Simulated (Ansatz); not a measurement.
```yaml
atoms:
  - { symbol: C, position_ang: [0.2411, 1.9391, -0.9744] }
  - { symbol: C, position_ang: [0.1878, 0.6733, -0.6238] }
  - { symbol: Si, position_ang: [-0.1271, -0.9245, -0.2001] }
  - { symbol: N, position_ang: [-0.3778, -1.5149, 1.3910] }
  - { symbol: H, position_ang: [1.1921, 2.4600, -1.1185] }
  - { symbol: H, position_ang: [-0.6505, 2.5480, -1.1487] }
  - { symbol: H, position_ang: [-0.0600, -2.0237, -1.1820] }
  - { symbol: H, position_ang: [0.1653, -2.3005, 1.7234] }
  - { symbol: H, position_ang: [-0.5709, -0.8568, 2.1333] }
```

The calculation used Ansatz 0.2.0, RKS PBE0-D4/6-31G*.

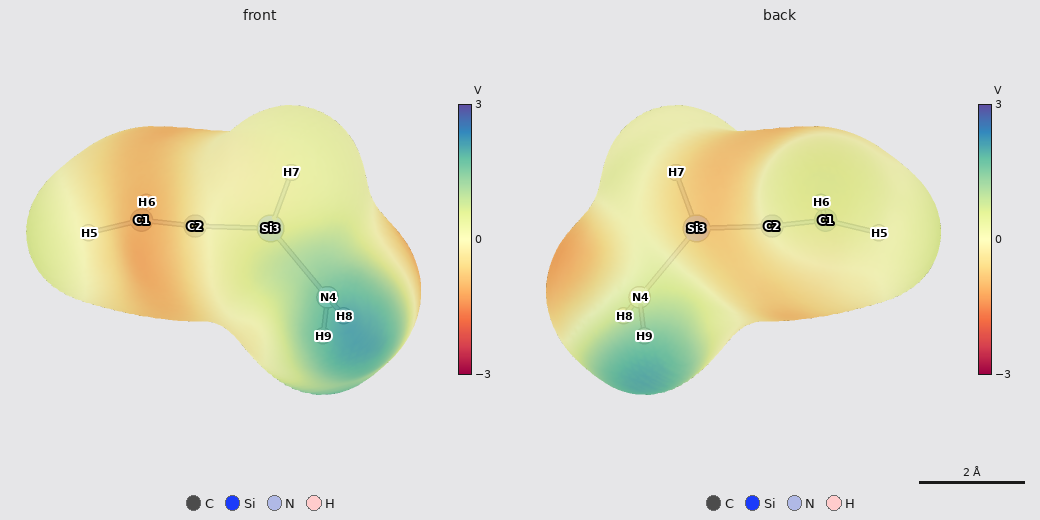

C2H5NSi. The molecular electrostatic potential painted on the density surface at 0.002 e/bohr³, seen from the front and from behind; the colour scale runs from red (negative) to blue (positive).

Q: Which sites attract a positive test charge, and which a negative one?

A: A positive charge is drawn to the negative regions and a negative charge to the positive ones. The most negative region (about −1.2 V) lies over C2 and N4, the most positive (about +2.1 V) over H8 and H9.
